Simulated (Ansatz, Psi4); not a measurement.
C2F4O (trifluoroacetyl fluoride): methods side by side

The species is C2F4O (7 atoms), meant as a singlet with charge 0. SMILES: `O=C(F)C(F)(F)F`. The coordinates come from a PBE0-D4/def2-TZVP relaxation.

Each level gives the electronic atomisation energy (eV). The values are calculated. Electronic energies at fixed atoms, without zero-point motion or spin-orbit coupling.

```json
{"level": "HF/cc-pVDZ", "kind": "Hartree–Fock", "program": "Ansatz", "value (eV)": "19.58", "less CCSD(T)/cc-pVDZ": "-9.18", "CPU time (all runs)": "3.1 s"}
{"level": "BLYP/cc-pVDZ", "kind": "GGA", "program": "Ansatz", "value (eV)": "32.19", "less CCSD(T)/cc-pVDZ": "+3.43", "CPU time (all runs)": "7.2 s"}
{"level": "r2SCAN/cc-pVDZ", "kind": "meta-GGA", "program": "Ansatz", "value (eV)": "31.96", "less CCSD(T)/cc-pVDZ": "+3.20", "CPU time (all runs)": "16 s"}
{"level": "B3LYP/cc-pVDZ", "kind": "global hybrid", "program": "Ansatz", "value (eV)": "31.22", "less CCSD(T)/cc-pVDZ": "+2.46", "CPU time (all runs)": "8.4 s"}
{"level": "wB97M-V/cc-pVDZ", "kind": "range-separated hybrid", "program": "Ansatz", "value (eV)": "32.00", "less CCSD(T)/cc-pVDZ": "+3.24", "CPU time (all runs)": "76 s"}
{"level": "B2PLYP/cc-pVDZ", "kind": "double hybrid", "program": "Ansatz", "value (eV)": "30.62", "less CCSD(T)/cc-pVDZ": "+1.86", "CPU time (all runs)": "12 s"}
{"level": "PBE-QIDH/cc-pVDZ", "kind": "double hybrid", "program": "Ansatz", "value (eV)": "30.45", "less CCSD(T)/cc-pVDZ": "+1.69", "CPU time (all runs)": "12 s"}
{"level": "MP2/cc-pVDZ", "kind": "perturbation theory", "program": "Ansatz", "value (eV)": "30.56", "less CCSD(T)/cc-pVDZ": "+1.80", "CPU time (all runs)": "3.9 s"}
{"level": "BCCD(T)/cc-pVDZ", "kind": "coupled cluster or CI", "program": "Ansatz", "value (eV)": "28.78", "less CCSD(T)/cc-pVDZ": "+0.02", "CPU time (all runs)": "78 s"}
{"level": "CCSD(T)/cc-pVDZ", "kind": "coupled cluster or CI", "program": "Psi4", "value (eV)": "28.76", "less CCSD(T)/cc-pVDZ": "0.00", "CPU time (all runs)": "2 min"}
```

CCSD(T)/cc-pVDZ is the highest level here, not the true value. The values span 19.58 to 32.19 eV. Times are those of the runs behind each value, whatever else they computed, on shared processors of several kinds: orders of magnitude only.

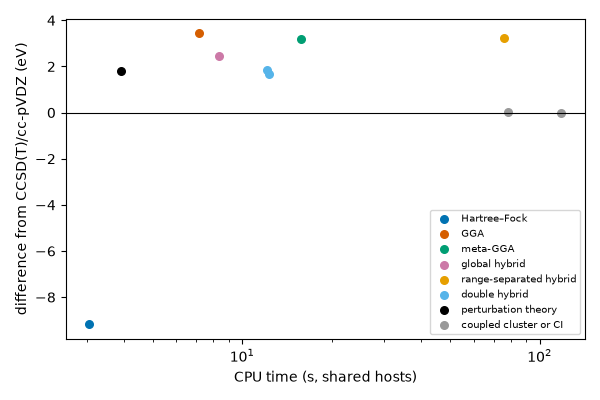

Difference from CCSD(T)/cc-pVDZ against processor time, one point a level.
